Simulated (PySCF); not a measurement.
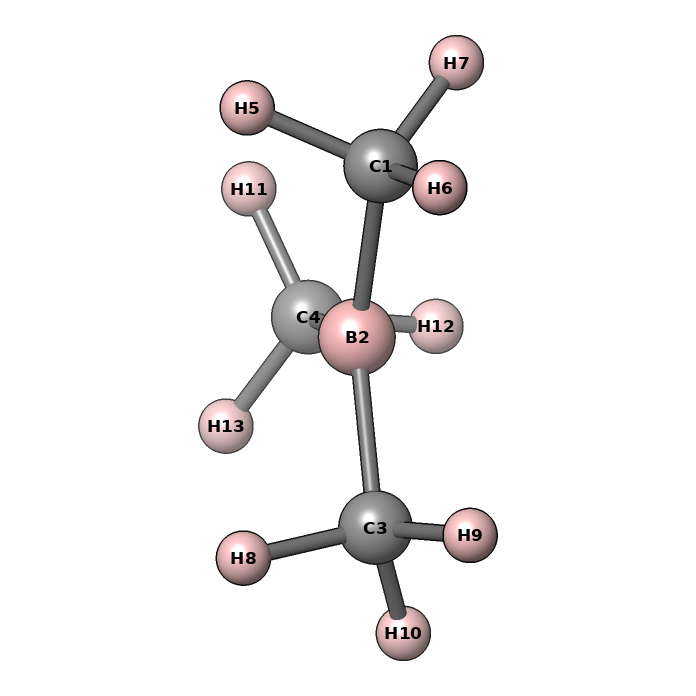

C4 lies behind B2. The molecule seen a little off the B2–C4 bond, B2 in front. Atoms fade into the background with distance from the viewer. The geometry was computed by an optimisation with PBE0-D3(BJ)/def2-SVP. No frequency run is at hand to confirm it as a minimum.

**What is the torsion angle C1–B2–C4–H11? The sign is positive where the front bond must turn clockwise to cover the back bond.**

−20°, synperiplanar.
